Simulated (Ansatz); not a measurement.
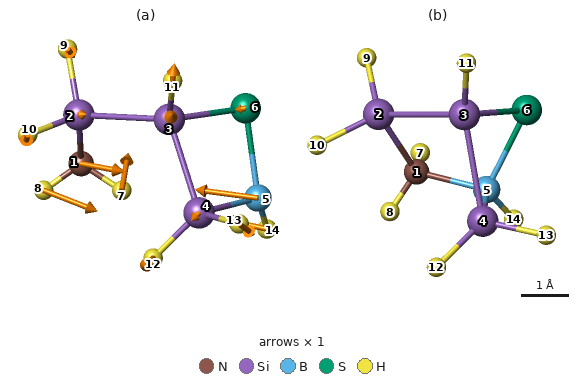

The structure of BSi₃NH₈S before (left) and after (right) a relaxation, at one scale. The orange arrows give the displacements, at their true length.

A ball-and-stick model, seen from a free direction.

The run prepares an end point of a later path (inversion) calculation, from a guessed geometry.

Method: RKS PBE-D4/def2-SVP (Ansatz 0.2.0). (no spin polarisation; force threshold 0.015 eV/Å; at most 40 steps)

Q: Describe what moved and what it gained.

A: The relaxation stopped without meeting its thresholds, so the last structure isn't shown to be converged. It used up its limit of 40 steps. B5 moves most after the best rigid fit: 1.41 Å. By element the largest moves are B 1.41 Å, H 1.29 Å, N 1.03 Å, Si 0.47 Å, S 0.24 Å. Among the contacts that change: N1–B5 4.057 → 1.637 Å, Si2–B5 4.254 → 2.910 Å, Si3–Si4 2.122 → 2.333 Å, N1–Si2 1.781 → 1.902 Å. New bonds form: N1–B5 (4.06 → 1.64 Å). Bond angles that change, for instance: Si4–Si3–H11 115.2° → 139.9°, Si2–Si3–S6 111.9° → 89.8°, N1–Si2–Si3 110.8° → 92.6°. Groups turn about Si3–S6 by about 35°. Over 35 accepted moves (39 points after the start) the energy falls by 2.390 eV. The largest force component goes from 3 to 0.034 eV/Å. The line search rejected the trial steps at points 8, 25, 27, 38 of the run. Cost: 2.7 min on 2 threads of Arm Neoverse V1, on a shared host, peak memory 0.2 GiB.
